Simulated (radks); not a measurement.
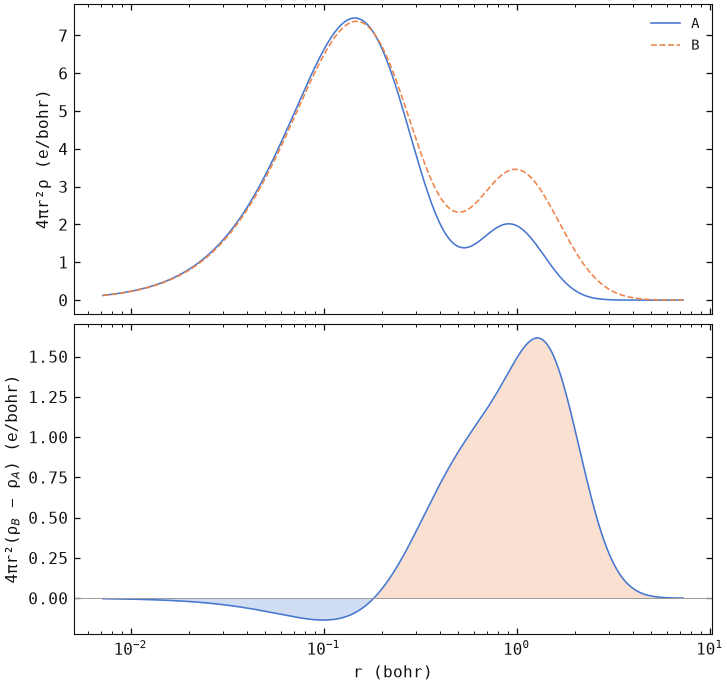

Two charge states of nitrogen were computed: N in [He] 2s2 2p3 (high spin); N³⁺ in [He] 2s2. Method: non-relativistic Kohn-Sham, exchange-only B88, spin-polarised, spherical densities, point nucleus; computed with the in-house radial solver radks.

The plot shows both radial densities and the radial density of run B less that of run A; on the logarithmic r axis, areas aren't charges.

> Which run is A and which is B? Where does the charge move?

A is N³⁺ in [He] 2s2; B is N in [He] 2s2 2p3 (high spin). B holds 3.0 electrons more than A where the difference is positive (most at r = 1.3 bohr) and hardly less anywhere, a net change of +3. The energy of B less that of A is −90.6 eV.
